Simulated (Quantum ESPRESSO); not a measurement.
**InAs (F-43m): how pressure shifts the optical phonon**

By how much does an optical zone-centre mode of InAs (F-43m) shift under hydrostatic pressure?

Calculated with Quantum ESPRESSO 7.5; DFT LDA, scalar-relativistic, plane waves, GBRV ultrasoft pseudopotentials.

The database entry behind the starting cell differs from later determinations by our own check (about 0.4 % short), so it need not match the best structure at ambient conditions.

## (1) The relaxed structure

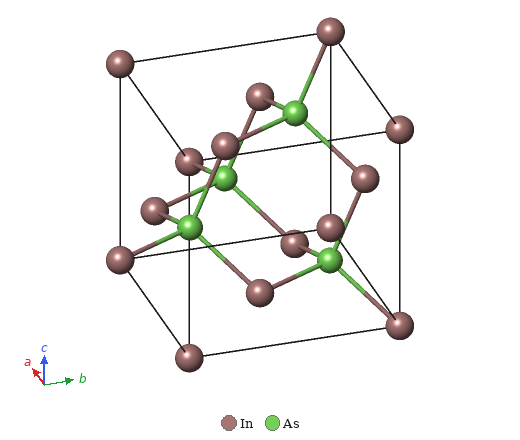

Start, viewed from a free direction; indium brown, arsenic green. This picture shows the conventional cell, with its axes. Bonds to atoms that aren't drawn are left out. Some periodic images of atoms are drawn too.

This is the cell after its relaxation at this level of theory, not the database cell from which that began.

## (2) Runs at several volumes

The relaxed cell is scaled uniformly; in this structure symmetry fixes all atoms, so nothing has to be relaxed anew. Each volume gets a ground state and a response at Γ. The mode followed is the highest one without the macroscopic field, of symmetry T2; longitudinal polar modes lie higher. Cutoff 50 Ry, k mesh 8×8×8 with shifts.

From the response at V/V₀ = 0.94:

The program printed:

```text
[banners, grids, parts of the stress and lines that vanish by symmetry left out]
Program PHONON v.7.5
     Reading xml data from directory:

[...]
Exchange-correlation= PZ
                           (   1   1   0   0   0   0   0)
[...]
kinetic-energy cut-off    =      50.0000  Ry
     charge density cut-off    =     400.0000  Ry
     convergence threshold     =      1.0E-18
[...]
Exchange-correlation= PZ
                           (   1   1   0   0   0   0   0)
[...]
q = (   0.0000000   0.0000000   0.0000000 )
     25 Sym.Ops. (with q -> -q+G )
     G cutoff = 1256.5010  (  46679 G-vectors)     FFT grid: ( 54, 54, 54)
     G cutoff =  628.2505  (  16529 G-vectors)  smooth grid: ( 36, 36, 36)
     number of k points=    60
[...]
Mode symmetry, T_d (-43m)  point group:
[...]
Dielectric constant
[...]
End of electric fields calculation
          Dielectric constant in cartesian axis
          (      15.004000608       0.000000000       0.000000000 )
          (      -0.000000000      15.004000608       0.000000000 )
          (       0.000000000       0.000000000      15.004000608 )
          Effective charges (d Force / dE) in cartesian axis without acoustic sum rule applied (asr)
           atom    1  In    Mean Z*:        2.39733
      Ex  (        2.39733        0.00000        0.00000 )
      Ey  (        0.00000        2.39733        0.00000 )
      Ez  (        0.00000        0.00000        2.39733 )
           atom    2  As    Mean Z*:       -2.40371
      Ex  (       -2.40371       -0.00000        0.00000 )
      Ey  (       -0.00000       -2.40371       -0.00000 )
      Ez  (       -0.00000       -0.00000       -2.40371 )
          Effective charges Sum: Mean:       -0.00639
[...]
Effective charges (d Force / dE) in cartesian axis with asr applied:
           atom    1  In    Mean Z*:        2.40052
[...]
atom    2  As    Mean Z*:       -2.40052
[...]
Representation #   1 modes #   1   2   3
[...]
End of self-consistent calculation
     Convergence has been achieved
     Representation #   2 modes #   4   5   6
[...]
End of self-consistent calculation
     Convergence has been achieved
[...]
Dielectric constant in cartesian axis
          (      15.004000608       0.000000000       0.000000000 )
          (      -0.000000000      15.004000608       0.000000000 )
          (       0.000000000       0.000000000      15.004000608 )
          Effective charges (d Force / dE) in cartesian axis without acoustic sum rule applied (asr)
           atom    1  In    Mean Z*:        2.39733
      Ex  (        2.39733        0.00000        0.00000 )
      Ey  (        0.00000        2.39733        0.00000 )
      Ez  (        0.00000        0.00000        2.39733 )
           atom    2  As    Mean Z*:       -2.40371
      Ex  (       -2.40371       -0.00000        0.00000 )
      Ey  (       -0.00000       -2.40371       -0.00000 )
      Ez  (       -0.00000       -0.00000       -2.40371 )
          Effective charges Sum: Mean:       -0.00639
[...]
Effective charges (d Force / dE) in cartesian axis with asr applied:
           atom    1  In    Mean Z*:        2.40052
[...]
atom    2  As    Mean Z*:       -2.40052
[...]
q = (    0.000000000   0.000000000   0.000000000 )
[...]
freq (    1) =      -0.207748 [THz] =      -6.929715 [cm-1]
     freq (    2) =      -0.207748 [THz] =      -6.929715 [cm-1]
     freq (    3) =      -0.207748 [THz] =      -6.929715 [cm-1]
     freq (    4) =       7.080178 [THz] =     236.169304 [cm-1]
     freq (    5) =       7.080178 [THz] =     236.169304 [cm-1]
     freq (    6) =       7.080178 [THz] =     236.169304 [cm-1]
[...]
Mode symmetry, T_d (-43m)  point group:
     freq (   1-   3) =         -6.9  [cm-1]   --> T_2  G_15 P_4   I+R
     freq (   4-   6) =        236.2  [cm-1]   --> T_2  G_15 P_4   I+R

   JOB DONE.
```

One volume, V/V₀ = 0.97, is held back as a test.

| V/V₀ | volume (Å³/atom) | pressure (GPa) | ω (cm⁻¹) |
| --- | --- | --- | --- |
| 0.94 | 25.580 | 4.83 | 236.17 |
| 0.97 | 26.397 | 2.41 | held back |
| 1 | 27.213 | 0.36 | 217.67 |
| 1.03 | 28.030 | -1.35 | 209.24 |
| 1.06 | 28.846 | -2.80 | 201.22 |

## (3) The fit

The mode Grüneisen parameter is γ = −d ln ω / d ln V.

| ln(V/V₀) | ln ω |
| --- | --- |
| -0.0619 | 5.4646 |
| 0.0000 | 5.3830 |
| 0.0296 | 5.3435 |
| 0.0583 | 5.3044 |

A straight line through these points has the slope -1.331, so γ = 1.33; at V/V₀ = 0.97 it predicts ω = exp(5.3825 + 0.0406) = 226.57 cm⁻¹.

A parabola of pressure against ln V through V/V₀ = 0.97, 1 and 1.03 gives the bulk modulus B = −dP/d ln V = 62 GPa at V₀. With ω₀ from the fitted line the pressure coefficient follows as dω/dP = γ ω₀ / B = 1.33 × 217.6 / 62 = 4.63 cm⁻¹/GPa.

## (4) The run that was held back

The program printed:

```text
[banners, grids, parts of the stress and lines that vanish by symmetry left out]
[banner, memory and clock lines left out]
Program PHONON v.7.5

[...]
Exchange-correlation= PZ
                           (   1   1   0   0   0   0   0)
[...]
kinetic-energy cut-off    =      50.0000  Ry
     charge density cut-off    =     400.0000  Ry
     convergence threshold     =      1.0E-18
[...]
Exchange-correlation= PZ
                           (   1   1   0   0   0   0   0)
[...]
q = (   0.0000000   0.0000000   0.0000000 )
     25 Sym.Ops. (with q -> -q+G )
     G cutoff = 1283.0949  (  48119 G-vectors)     FFT grid: ( 54, 54, 54)
     G cutoff =  641.5474  (  16889 G-vectors)  smooth grid: ( 36, 36, 36)
     number of k points=    60
[...]
Mode symmetry, T_d (-43m)  point group:
[...]
Dielectric constant
[...]
End of electric fields calculation
          Dielectric constant in cartesian axis
          (      16.184829253      -0.000000000      -0.000000000 )
          (      -0.000000000      16.184829253       0.000000000 )
          (      -0.000000000       0.000000000      16.184829253 )
          Effective charges (d Force / dE) in cartesian axis without acoustic sum rule applied (asr)
           atom    1  In    Mean Z*:        2.45517
      Ex  (        2.45517        0.00000        0.00000 )
      Ey  (        0.00000        2.45517        0.00000 )
      Ez  (        0.00000       -0.00000        2.45517 )
           atom    2  As    Mean Z*:       -2.46293
      Ex  (       -2.46293        0.00000        0.00000 )
[...]
Representation #   1 modes #   1   2   3
[...]
End of self-consistent calculation
     Convergence has been achieved
     Representation #   2 modes #   4   5   6
[...]
End of self-consistent calculation
     Convergence has been achieved
[...]
Dielectric constant in cartesian axis
          (      16.184829253      -0.000000000      -0.000000000 )
          (      -0.000000000      16.184829253       0.000000000 )
          (      -0.000000000       0.000000000      16.184829253 )
          Effective charges (d Force / dE) in cartesian axis without acoustic sum rule applied (asr)
           atom    1  In    Mean Z*:        2.45517
      Ex  (        2.45517        0.00000        0.00000 )
      Ey  (        0.00000        2.45517        0.00000 )
      Ez  (        0.00000       -0.00000        2.45517 )
           atom    2  As    Mean Z*:       -2.46293
      Ex  (       -2.46293        0.00000        0.00000 )
      Ey  (        0.00000       -2.46293        0.00000 )
      Ez  (        0.00000        0.00000       -2.46293 )
          Effective charges Sum: Mean:       -0.00775
[...]
Effective charges (d Force / dE) in cartesian axis with asr applied:
           atom    1  In    Mean Z*:        2.45905
[...]
atom    2  As    Mean Z*:       -2.45905
[...]
q = (    0.000000000   0.000000000   0.000000000 )
[...]
freq (    1) =      -0.210042 [THz] =      -7.006252 [cm-1]
     freq (    2) =      -0.210042 [THz] =      -7.006252 [cm-1]
     freq (    3) =      -0.210042 [THz] =      -7.006252 [cm-1]
     freq (    4) =       6.795046 [THz] =     226.658325 [cm-1]
     freq (    5) =       6.795046 [THz] =     226.658325 [cm-1]
     freq (    6) =       6.795046 [THz] =     226.658325 [cm-1]
[...]
Mode symmetry, T_d (-43m)  point group:
     freq (   1-   3) =         -7.0  [cm-1]   --> T_2  G_15 P_4   I+R
     freq (   4-   6) =        226.7  [cm-1]   --> T_2  G_15 P_4   I+R
```

It gives 226.66 cm⁻¹ against the predicted 226.57 cm⁻¹, a miss of 0.09 cm⁻¹.

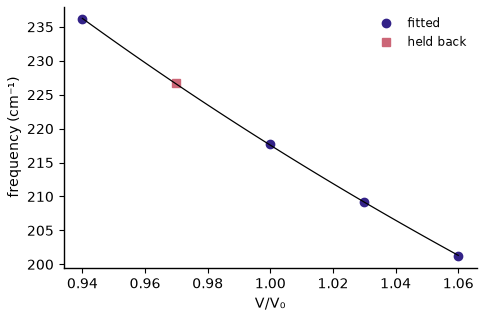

Frequency against volume, with the power-law fit.

## (5) What came out

| Quantity | Value |
| --- | --- |
| mode Grüneisen parameter | 1.331 |
| bulk modulus | 62.5 GPa |
| pressure coefficient | 4.63 cm⁻¹/GPa |

The highest optical mode of InAs (F-43m) without the LO-TO term stiffens by 4.63 cm⁻¹ a GPa near the relaxed volume, with γ = 1.33. The power law meets all 5 runs within 0.06 %; between neighbouring volumes γ runs from 1.31 to 1.36. Such a coefficient turns a measured shift of this mode into a hydrostatic stress; uniaxial or biaxial stress splits the mode and needs deformation potentials. These are harmonic values at zero temperature for the structure held cubic, which a run at Γ can't show to be stable; the bulk modulus rests on three points.

[Host names and launcher messages were left out of these logs when they were recorded.]

[Logs are printed without paths, hosts, clocks, repeated set-up lines and the standing remarks that a program may print on its own settings, such as how far it seeks lower states.]

[Hosts, paths, dates, database ids (printed as entryN), source tags and the programs' standing remarks are cut or masked in the printed files.]
